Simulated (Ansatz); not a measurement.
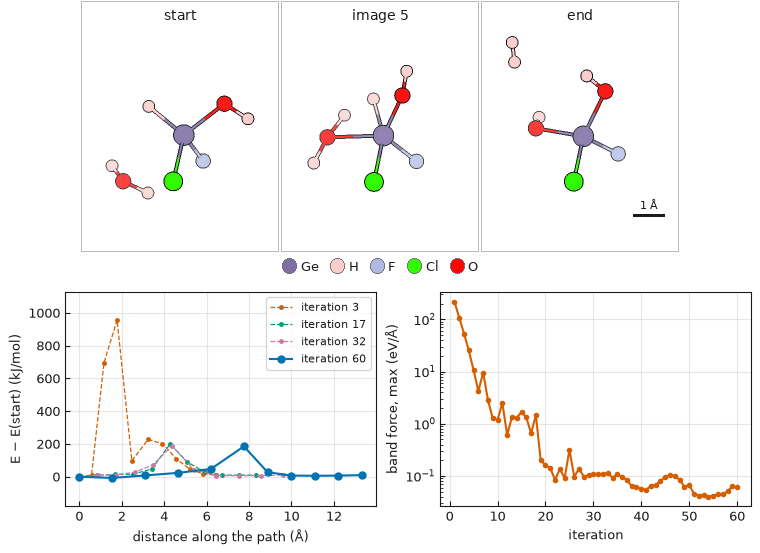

A nudged-elastic-band calculation for GeH4O2ClF. Images are numbered from 0 (start) to 10 (end). The plot follows the band through its iterations. A ball-and-stick model, seen from a free direction.

These are results of RKS B3LYP-D4/def2-SVP (Ansatz), not measurements. Run with 9 movable images; climbing image; force threshold 0.03 eV/Å; iteration limit 60; starting path through a guess of the saddle point.

> How did the profile develop, and is the result final?

The result isn't final. The band hadn't converged when the run stopped after 60 iterations. The largest component of the band force went from 220 to 0.06 eV/Å. The barrier read from it is provisional, though the highest image hardly moved in the last two iterations. The first iteration put the highest image at 4436.6 kJ/mol. Relative to the start the highest point is image 5 at +185.6 kJ/mol and the end lies at +9.9 kJ/mol, but the profile dips to −7.2 kJ/mol at image 1 on the way, so there may be an intermediate minimum, or an end is no minimum.
